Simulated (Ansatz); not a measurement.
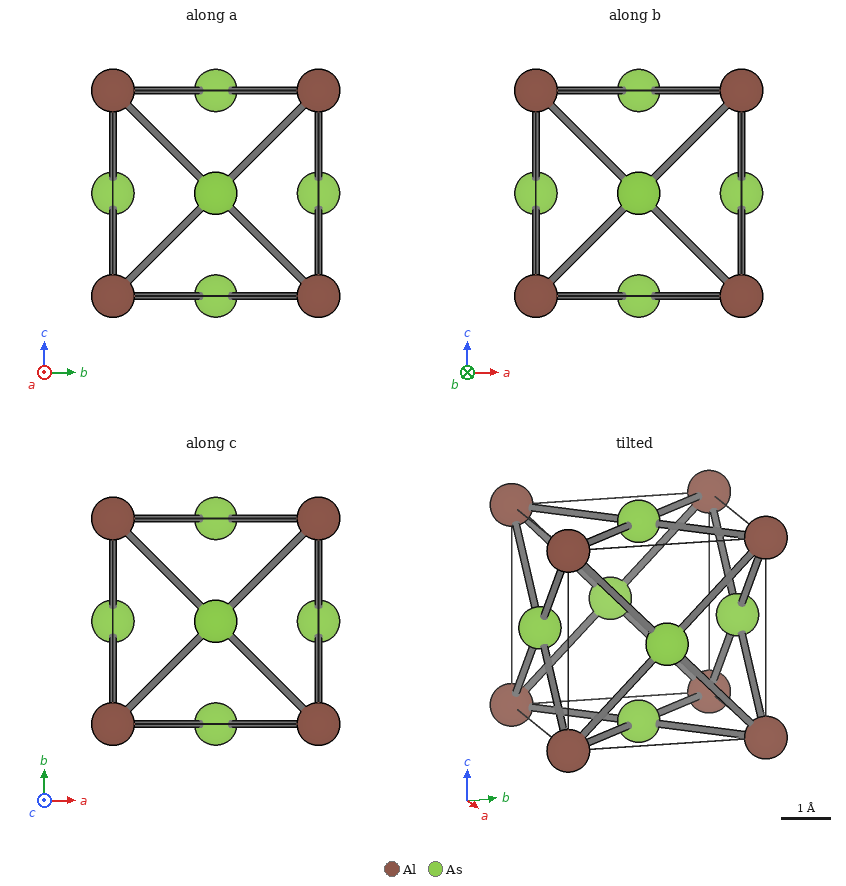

A ball-and-stick rendering, viewed along the a axis, along the b axis, along the c axis and slightly off an axis. One conventional unit cell is framed, with atoms on its boundary repeated.

Lattice parameters: a = 4.234 Å, b = 4.234 Å, c = 4.234 Å, α = 90.00°, β = 90.00°, γ = 90.00°. Put a along x and b in the xy plane.

> Put the structure into a POSCAR file.

```
Al As
1.0
     4.234    0.000    0.000
     0.000    4.234    0.000
     0.000    0.000    4.234
Al As
1 3
Direct
  0.0000 0.0000 0.0000
  0.0000 0.5000 0.5000
  0.5000 0.0000 0.5000
  0.5000 0.5000 0.0000
```

Starting structure: a random cell made by a generator, so it need not be a real form of the compound. The geometry is the end of a relaxation with DFT PBE, scalar-relativistic, plane waves, PAW in Ansatz 0.2.0.
